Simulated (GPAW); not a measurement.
# Conductance along a series: an Al chain with one atom pushed aside at constant bond length

Aim: how the conductance and the thermopower change along a series of junctions, an Al chain with one atom pushed aside at constant bond length.

Program: GPAW 26.7.0. Level of theory: GPAW LCAO, PAW setups; Landauer transmission from Green's functions with principal layers (ASE), zero bias. Results are calculated unless marked as measured.

### Step 1. Starting point

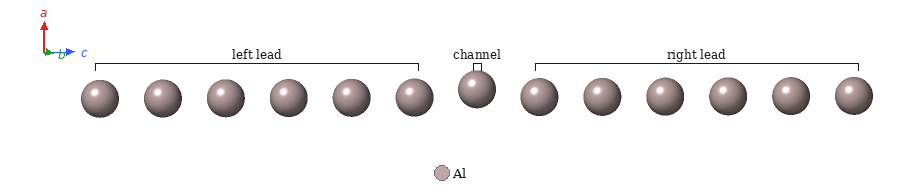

The starting structure, seen from the side, with the c axis across the page (aluminium light grey).

The cell holds 13 atoms: 13 Al. Its edges and angles: a = 9.000 Å, b = 9.000 Å, c = 31.162 Å, α = 90.0°, β = 90.0°, γ = 90.0°. Regions: left lead, 6 atoms (6 Al); channel, 1 atom (1 Al); right lead, 6 atoms (6 Al). Vacuum lies along a and b. The structure is stacked along c, and the current runs across the ab planes.

### Step 2. Member of the series, offset 0.3 Å

The structure changes from member to member while basis and functional stay, so that the trend is less open to errors of the level than any single value.

run.py

```python
import json
import numpy as np
from ase import Atoms
from ase.transport.calculators import TransportCalculator
from gpaw import GPAW, FermiDirac
from gpaw.lcao.tools import get_lcao_hamiltonian
from scipy.linalg import eigh

# The junction with lead layers at both ends, along the third cell vector
device = Atoms(
    ['Al', 'Al', 'Al', 'Al', 'Al', 'Al', 'Al', 'Al', 'Al', 'Al', 'Al', 'Al', 'Al'],
    positions=[
        [4.50000, 4.50000, 1.20000],
        [4.50000, 4.50000, 3.60000],
        [4.50000, 4.50000, 6.00000],
        [4.50000, 4.50000, 8.40000],
        [4.50000, 4.50000, 10.80000],
        [4.50000, 4.50000, 13.20000],
        [4.80000, 4.50000, 15.58118],
        [4.50000, 4.50000, 17.96235],
        [4.50000, 4.50000, 20.36235],
        [4.50000, 4.50000, 22.76235],
        [4.50000, 4.50000, 25.16235],
        [4.50000, 4.50000, 27.56235],
        [4.50000, 4.50000, 29.96235]],
    cell=[[9.0, 0.0, 0.0], [0.0, 9.0, 0.0], [0.0, 0.0, 31.16235]],
    pbc=True)

# One principal layer of the lead: the first 4 atoms of the device
lead = Atoms(
    ['Al', 'Al', 'Al', 'Al'],
    positions=[
        [4.50000, 4.50000, 1.20000],
        [4.50000, 4.50000, 3.60000],
        [4.50000, 4.50000, 6.00000],
        [4.50000, 4.50000, 8.40000]],
    cell=[[9.0, 0.0, 0.0], [0.0, 9.0, 0.0], [0.0, 0.0, 9.6]],
    pbc=True)

settings = dict(mode='lcao', basis='szp(dzp)', xc='PBE', h=0.2,
                occupations=FermiDirac(0.1), maxiter=250,
                mixer=dict(beta=0.1, nmaxold=8, weight=100.0),
                convergence=dict(density=0.0001))
energies = np.arange(-2, 2 + 1e-9, 0.05)
eta = 0.0001
n1, n2 = 1, 1
# k and -k transmit alike, so half of the mesh across the current serves
mesh = [(i, j) for i in range(n1) for j in range(n2) if (i, j) <= (-i % n1, -j % n2)]
weights = np.array([1 if (i, j) == (-i % n1, -j % n2) else 2 for i, j in mesh]) / (n1 * n2)

# [... helper functions left out ...]
fermi_lead = ground_state(lead, (1, 1, 12), 'lead.txt')
fermi_device = ground_state(device, (1, 1, 3), 'device.txt')
# [... loop over the mesh left out, but for ...]
        # Shift the lead onto the potential of the device's first layer
        shift = ((H[:, 0, 0] - H0[:, 0, 0]) / S0[0, 0]).real.mean()
# [...]
kT = 8.617333e-5 * 500
bias = [0.1, 0.2, 0.5, 1.0, 1.5, 2.0]
# [... integrals and printing left out ...]
```

Command:

```bash
OMP_NUM_THREADS=1 OPENBLAS_NUM_THREADS=1 python run.py
```

The log of the run:

```text
basis functions: device 117, principal layer 36
Fermi level: lead -3.5823 eV, device -3.5801 eV; lead shifted by 0.0010 eV
largest coupling past the next layer 1.29e-15 eV, largest misfit of the first layer 0.008 eV
  E-E_F (eV)   T (one spin)  [channel counts left out]
    -2.000    9.9817e-01
    -1.950    9.9806e-01
    -1.900    9.9794e-01
    -1.850    9.9780e-01
    -1.800    9.9762e-01
    -1.750    9.9740e-01
    -1.700    9.9712e-01
    -1.650    9.9674e-01
    -1.600    9.9619e-01
    -1.550    9.9533e-01
    -1.500    9.9377e-01
    -1.450    9.8989e-01
    -1.400    9.5780e-01
    -1.350    3.1306e-07
    -1.300    2.0704e-08
    -1.250    4.2247e-09
[...]
1.650    2.9859e+00
     1.700    2.9874e+00
     1.750    2.9886e+00
     1.800    2.9897e+00
     1.850    2.9906e+00
     1.900    2.9915e+00
     1.950    2.9921e+00
     2.000    2.9927e+00
conductance at 500 K: 1.9881 G0 a cell; thermopower -0.303 uV/K
current from the zero-bias T(E) at 0.1 V: 15.402 uA
current from the zero-bias T(E) at 0.2 V: 30.794 uA
current from the zero-bias T(E) at 0.5 V: 76.388 uA
current from the zero-bias T(E) at 1.0 V: 130.89 uA
current from the zero-bias T(E) at 1.5 V: 170.38 uA
current from the zero-bias T(E) at 2.0 V: 221.73 uA
```

Run time: 55 s. Hardware: 1 thread of Intel Xeon Platinum 8375C at 2.90GHz (Ice Lake), shared host; peak memory 1 GiB.

Numbers from this step:

| Quantity | Value |
| --- | --- |
| conductance | 1.988 G₀ |
| largest coupling past the next principal layer | 1.29e-15 eV |
| largest misfit of the first principal layer | 0.007768 eV |
| shift that aligns the lead | 0.001034 eV |
| basis functions of the junction | 117 |
| basis functions of a principal layer | 36 |
| transmission at the Fermi level (one spin) | 1.989 |

One spin. Table of transmission, zone mean by energy, zero at the Fermi level:

```tsv
energy (eV)	transmission, zone mean
-2.0000	0.998
-1.7500	0.997
-1.5000	0.994
-1.2500	4.2e-9
-1.0000	8.1e-11
-0.7500	1.4e-11
-0.5000	7.4e-12
-0.2500	1.98
0.0000	1.99
0.2500	1.99
0.5000	1.99
0.7500	1.90
1.0000	2.90
1.2500	2.96
1.5000	2.98
1.7500	2.99
2.0000	2.99
```

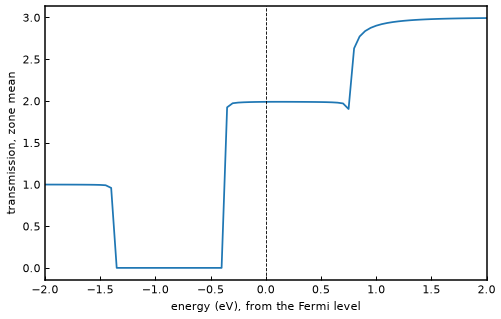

Transmission, zone mean, plotted against energy.

Not self-consistent under bias; the bias window is split evenly. Current through one cell, from the zero-bias transmission against bias:

```tsv
bias (V)	current through one cell, from the zero-bias transmission (μA)
0.100	15.4
0.200	30.8
0.500	76.4
1.000	131
1.500	170
2.000	222
```

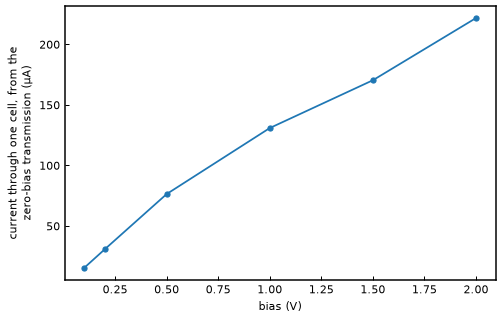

Current through one cell, from the zero-bias transmission, plotted against bias.

The transmission of the three most open eigenchannels by energy, zero at the Fermi level:

```tsv
energy (eV)	channel 1	channel 2	channel 3
-2.0000	0.998	0	0
-1.7500	0.997	0	0
-1.5000	0.994	0	0
-1.2500	4.2e-9	0	0
-1.0000	8.1e-11	0	0
-0.7500	1.4e-11	0	0
-0.5000	6.6e-12	0	0
-0.2500	0.994	0.986	4.6e-12
0.0000	0.997	0.992	7.2e-12
0.2500	0.998	0.991	2.4e-11
0.5000	0.998	0.988	3.0e-10
0.7500	0.998	0.905	7.4e-6
1.0000	0.999	0.983	0.920
1.2500	0.999	0.994	0.968
1.5000	0.999	0.997	0.984
1.7500	0.999	0.998	0.992
2.0000	0.999	0.999	0.995
```

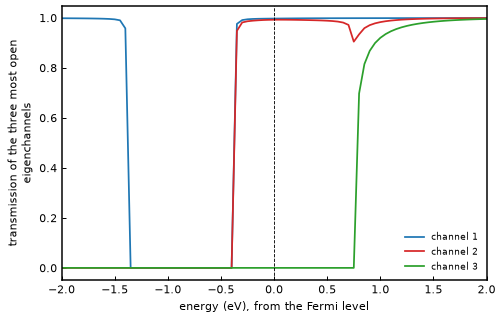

Transmission of the three most open eigenchannels against energy.

Couplings past the next layer reach 1.3e-15 eV, small enough to drop; the matrix elements of the cell's first layer differ from the bulk lead's by up to 0.0078 eV. That layer keeps its own values in the calculation, and only beyond it is the lead taken as perfect. The Fermi levels of lead and junction count from different zeros of potential, one for each periodic cell; with both set to zero, the small remaining shift is what aligns them. By hand: G = 1.988 × 77.48 μS = 154 μS, a resistance of 6.49 kΩ; at 0.1 V a linear junction would pass 15.4 μA, and the integral over the bias window gives 15.4 μA.

### Step 3. Member of the series: offset = 0.6

The cell differs from the one that the last finished run ended in (c 31.162 → 31.048 Å).

Edit run.py of step 2 so:

```diff
@@ -18,10 +18,10 @@
         [4.50000, 4.50000, 13.20000],
-        [4.80000, 4.50000, 15.58118],
-        [4.50000, 4.50000, 17.96235],
-        [4.50000, 4.50000, 20.36235],
-        [4.50000, 4.50000, 22.76235],
-        [4.50000, 4.50000, 25.16235],
-        [4.50000, 4.50000, 27.56235],
-        [4.50000, 4.50000, 29.96235]],
-    cell=[[9.0, 0.0, 0.0], [0.0, 9.0, 0.0], [0.0, 0.0, 31.16235]],
+        [5.10000, 4.50000, 15.52379],
+        [4.50000, 4.50000, 17.84758],
+        [4.50000, 4.50000, 20.24758],
+        [4.50000, 4.50000, 22.64758],
+        [4.50000, 4.50000, 25.04758],
+        [4.50000, 4.50000, 27.44758],
+        [4.50000, 4.50000, 29.84758]],
+    cell=[[9.0, 0.0, 0.0], [0.0, 9.0, 0.0], [0.0, 0.0, 31.04758]],
     pbc=True)
```

The log of the run:

```text
basis functions: device 117, principal layer 36
Fermi level: lead -3.5823 eV, device -3.5728 eV; lead shifted by 0.0038 eV
largest coupling past the next layer 1.29e-15 eV, largest misfit of the first layer 0.013 eV
  E-E_F (eV)   T (one spin)  [channel counts left out]
    -2.000    9.8533e-01
    -1.950    9.8398e-01
    -1.900    9.8239e-01
    -1.850    9.8050e-01
    -1.800    9.7820e-01
    -1.750    9.7534e-01
    -1.700    9.7167e-01
    -1.650    9.6676e-01
    -1.600    9.5980e-01
    -1.550    9.4904e-01
    -1.500    9.2990e-01
    -1.450    8.8521e-01
    -1.400    6.4689e-01
    -1.350    1.0874e-06
    -1.300    3.9929e-08
    -1.250    6.8309e-09
[...]
1.650    2.9030e+00
     1.700    2.9114e+00
     1.750    2.9189e+00
     1.800    2.9255e+00
     1.850    2.9313e+00
     1.900    2.9365e+00
     1.950    2.9411e+00
     2.000    2.9452e+00
conductance at 500 K: 1.92 G0 a cell; thermopower -0.8321 uV/K
current from the zero-bias T(E) at 0.1 V: 14.871 uA
current from the zero-bias T(E) at 0.2 V: 29.711 uA
current from the zero-bias T(E) at 0.5 V: 73.264 uA
current from the zero-bias T(E) at 1.0 V: 124.46 uA
current from the zero-bias T(E) at 1.5 V: 161.69 uA
current from the zero-bias T(E) at 2.0 V: 206.22 uA
```

Wall time 56 s (1 thread); peak memory 1 GiB.

This step gave:

* conductance: 1.920 G₀
* largest misfit of the first principal layer: 0.01345 eV
* shift that aligns the lead: 0.003773 eV
* transmission at the Fermi level (one spin): 1.924

One spin. Transmission, zone mean against energy, zero at the Fermi level:

```tsv
energy (eV)	transmission, zone mean
-2.000	0.985
-1.800	0.978
-1.600	0.960
-1.400	0.647
-1.200	2.0e-9
-1.000	1.0e-10
-0.800	2.2e-11
-0.600	1.1e-11
-0.400	1.5e-8
-0.200	1.88
0.000	1.92
0.200	1.92
0.400	1.92
0.600	1.90
0.800	2.12
1.000	2.58
1.200	2.75
1.400	2.84
1.600	2.89
1.800	2.93
2.000	2.95
```

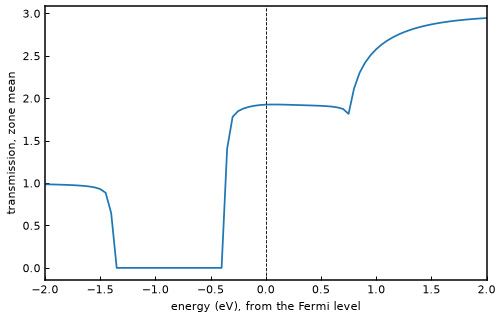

Transmission, zone mean against energy.

Not self-consistent under bias; the bias window is split evenly. Current through one cell, from the zero-bias transmission against bias:

```tsv
bias (V)	current through one cell, from the zero-bias transmission (μA)
0.100	14.9
0.200	29.7
0.500	73.3
1.000	124
1.500	162
2.000	206
```

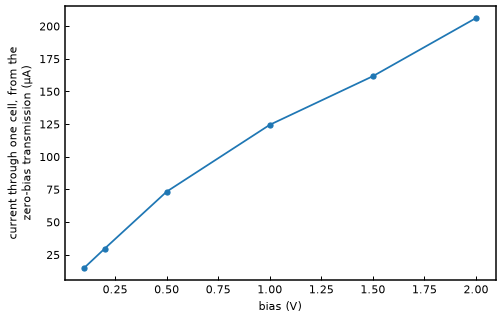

Current through one cell, from the zero-bias transmission against bias.

Table of transmission of the three most open eigenchannels by energy, zero at the Fermi level:

```tsv
energy (eV)	channel 1	channel 2	channel 3
-2.000	0.985	0	0
-1.800	0.978	0	0
-1.600	0.960	0	0
-1.400	0.647	0	0
-1.200	2.0e-9	0	0
-1.000	1.0e-10	0	0
-0.800	2.2e-11	0	0
-0.600	1.1e-11	0	0
-0.400	1.3e-8	1.8e-9	5.4e-12
-0.200	0.989	0.890	5.4e-12
0.000	0.992	0.932	7.5e-12
0.200	0.996	0.928	1.7e-11
0.400	0.998	0.917	7.0e-11
0.600	0.998	0.903	1.0e-9
0.800	0.998	0.896	0.223
1.000	0.998	0.971	0.608
1.200	0.998	0.987	0.764
1.400	0.998	0.993	0.849
1.600	0.998	0.995	0.900
1.800	0.998	0.996	0.931
2.000	0.998	0.996	0.951
```

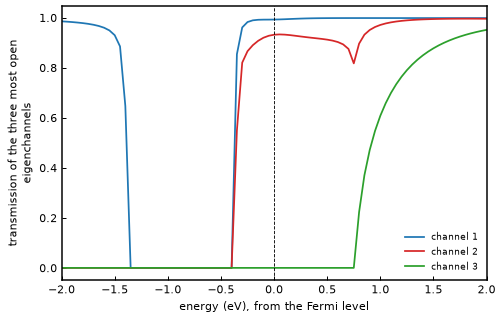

Transmission of the three most open eigenchannels, plotted against energy.

The conductance, 1.92 G₀, lies 3.4 % below that of the member before.

### Step 4. Member of the series: offset = 0.9

The cell differs from the one that the last finished run ended in (c 31.048 → 30.850 Å).

Edit run.py of step 3 so:

```diff
@@ -18,10 +18,10 @@
         [4.50000, 4.50000, 13.20000],
-        [5.10000, 4.50000, 15.52379],
-        [4.50000, 4.50000, 17.84758],
-        [4.50000, 4.50000, 20.24758],
-        [4.50000, 4.50000, 22.64758],
-        [4.50000, 4.50000, 25.04758],
-        [4.50000, 4.50000, 27.44758],
-        [4.50000, 4.50000, 29.84758]],
-    cell=[[9.0, 0.0, 0.0], [0.0, 9.0, 0.0], [0.0, 0.0, 31.04758]],
+        [5.40000, 4.50000, 15.42486],
+        [4.50000, 4.50000, 17.64972],
+        [4.50000, 4.50000, 20.04972],
+        [4.50000, 4.50000, 22.44972],
+        [4.50000, 4.50000, 24.84972],
+        [4.50000, 4.50000, 27.24972],
+        [4.50000, 4.50000, 29.64972]],
+    cell=[[9.0, 0.0, 0.0], [0.0, 9.0, 0.0], [0.0, 0.0, 30.84972]],
     pbc=True)
```

The log of the run:

```text
basis functions: device 117, principal layer 36
Fermi level: lead -3.5823 eV, device -3.5590 eV; lead shifted by 0.0077 eV
largest coupling past the next layer 1.42e-15 eV, largest misfit of the first layer 0.023 eV
  E-E_F (eV)   T (one spin)  [channel counts left out]
    -2.000    9.3151e-01
    -1.950    9.2533e-01
    -1.900    9.1815e-01
[...]
1.950    2.7732e+00
     2.000    2.7826e+00
conductance at 500 K: 1.7423 G0 a cell; thermopower -2.891 uV/K
current from the zero-bias T(E) at 0.1 V: 13.488 uA
current from the zero-bias T(E) at 0.2 V: 26.903 uA
current from the zero-bias T(E) at 0.5 V: 65.563 uA
current from the zero-bias T(E) at 1.0 V: 110.8 uA
current from the zero-bias T(E) at 1.5 V: 146.3 uA
current from the zero-bias T(E) at 2.0 V: 186.79 uA
```

Elapsed: 58 s, on 1 thread; peak memory 1 GiB.

One spin. Table of transmission, zone mean by energy, zero at the Fermi level:

```tsv
energy (eV)	transmission, zone mean
-2.0000	0.932
-1.7500	0.887
-1.5000	0.725
-1.2500	2.1e-8
-1.0000	1.7e-10
-0.7500	2.7e-11
-0.5000	4.1e-11
-0.2500	1.51
0.0000	1.75
0.2500	1.78
0.5000	1.80
0.7500	1.81
1.0000	2.28
1.2500	2.49
1.5000	2.63
1.7500	2.72
2.0000	2.78
```

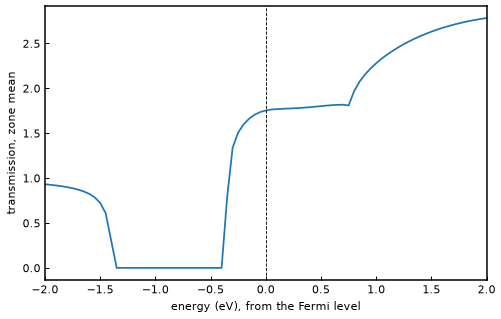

Transmission, zone mean, plotted against energy.

The conductance, 1.74 G₀, lies 9.3 % below that of the member before.

### Step 5. Junction: offset = 1.2

The cell differs from the one that the last finished run ended in (c 30.850 → 30.557 Å).

Edit run.py of step 4 so:

```diff
@@ -18,10 +18,10 @@
         [4.50000, 4.50000, 13.20000],
-        [5.40000, 4.50000, 15.42486],
-        [4.50000, 4.50000, 17.64972],
-        [4.50000, 4.50000, 20.04972],
-        [4.50000, 4.50000, 22.44972],
-        [4.50000, 4.50000, 24.84972],
-        [4.50000, 4.50000, 27.24972],
-        [4.50000, 4.50000, 29.64972]],
-    cell=[[9.0, 0.0, 0.0], [0.0, 9.0, 0.0], [0.0, 0.0, 30.84972]],
+        [5.70000, 4.50000, 15.27846],
+        [4.50000, 4.50000, 17.35692],
+        [4.50000, 4.50000, 19.75692],
+        [4.50000, 4.50000, 22.15692],
+        [4.50000, 4.50000, 24.55692],
+        [4.50000, 4.50000, 26.95692],
+        [4.50000, 4.50000, 29.35692]],
+    cell=[[9.0, 0.0, 0.0], [0.0, 9.0, 0.0], [0.0, 0.0, 30.55692]],
     pbc=True)
```

The log of the run:

```text
basis functions: device 117, principal layer 36
Fermi level: lead -3.5823 eV, device -3.5379 eV; lead shifted by 0.0117 eV
largest coupling past the next layer 1.56e-15 eV, largest misfit of the first layer 0.036 eV
  E-E_F (eV)   T (one spin)  [channel counts left out]
    -2.000    7.9889e-01
    -1.950    7.8303e-01
    -1.900    7.6511e-01
[...]
1.950    2.4861e+00
     2.000    2.4898e+00
conductance at 500 K: 1.528 G0 a cell; thermopower -5.764 uV/K
current from the zero-bias T(E) at 0.1 V: 11.825 uA
current from the zero-bias T(E) at 0.2 V: 23.562 uA
current from the zero-bias T(E) at 0.5 V: 57.189 uA
current from the zero-bias T(E) at 1.0 V: 97.963 uA
current from the zero-bias T(E) at 1.5 V: 132.58 uA
current from the zero-bias T(E) at 2.0 V: 171.52 uA
```

Run time: 59 s. Hardware: 1 thread; peak memory 1 GiB.

One spin. Table of transmission, zone mean by energy, zero at the Fermi level:

```tsv
energy (eV)	transmission, zone mean
-2.0000	0.799
-1.7500	0.694
-1.5000	0.432
-1.2500	1.2e-5
-1.0000	4.4e-10
-0.7500	6.4e-11
-0.5000	8.3e-10
-0.2500	1.20
0.0000	1.54
0.2500	1.63
0.5000	1.72
0.7500	1.83
1.0000	2.13
1.2500	2.28
1.5000	2.38
1.7500	2.46
2.0000	2.49
```

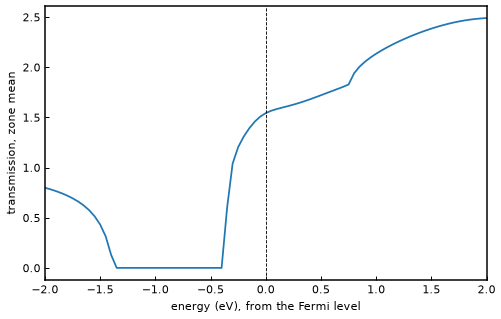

Transmission, zone mean against energy.

The conductance, 1.53 G₀, lies 12 % below that of the member before.

### Step 6. Side by side

Times are for 1 thread of Intel Xeon Platinum 8375C at 2.90GHz (Ice Lake), shared host. The series side by side:

```tsv
no.	offset (Å)	conductance (G₀)	time	memory (GiB)
1	0.3	1.988	55 s	1.0
2	0.6	1.920	56 s	1.0
3	0.9	1.742	58 s	1.0
4	1.2	1.528	59 s	1
```

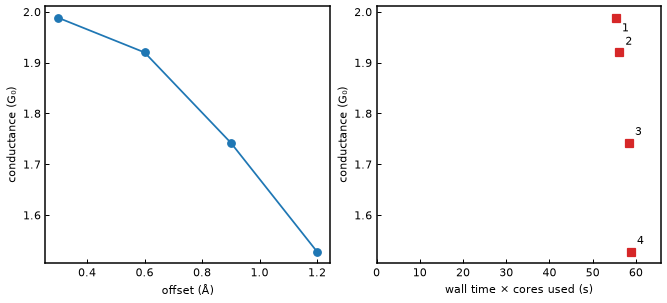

The series as plots; the last panel sets the first result against cost, with the runs numbered as in the table.

The runs together. Table of transmission, zone mean by energy, zero at the Fermi level:

```tsv
energy (eV)	0.3	0.6	0.9	1.2
-2.000	0.998	0.985	0.932	0.799
-1.500	0.994	0.930	0.725	0.432
-1.000	8.1e-11	1.0e-10	1.7e-10	4.4e-10
-0.500	7.4e-12	1.3e-11	4.1e-11	8.3e-10
0.000	1.99	1.92	1.75	1.54
0.500	1.99	1.91	1.80	1.72
1.000	2.90	2.58	2.28	2.13
1.500	2.98	2.87	2.63	2.38
2.000	2.99	2.95	2.78	2.49
```

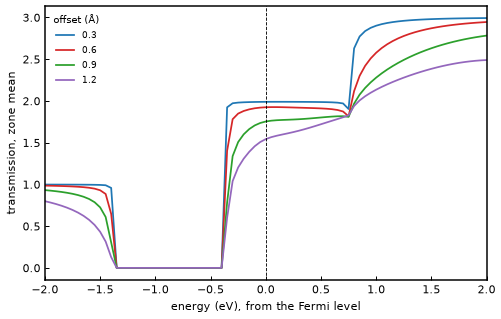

Transmission, zone mean, plotted against energy.

The runs together. Table of current through one cell, from the zero-bias transmission by bias:

```tsv
bias (V)	0.3 (μA)	0.6 (μA)	0.9 (μA)	1.2 (μA)
0.100	15.4	14.9	13.5	11.8
0.200	30.8	29.7	26.9	23.6
0.500	76.4	73.3	65.6	57.2
1.000	131	124	111	98.0
1.500	170	162	146	133
2.000	222	206	187	172
```

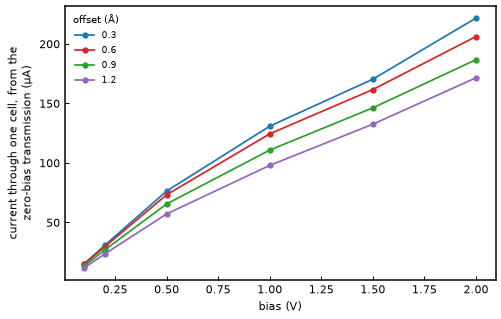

Current through one cell, from the zero-bias transmission against bias.

(Continued in part 2 of 2.)

[Logs are printed without paths, hosts, clocks, repeated set-up lines and the standing remarks that a program may print on its own settings, such as how far it seeks lower states.]

[Hosts, paths, dates, database ids (printed as entryN), source tags and the programs' standing remarks are cut or masked in the printed files.]
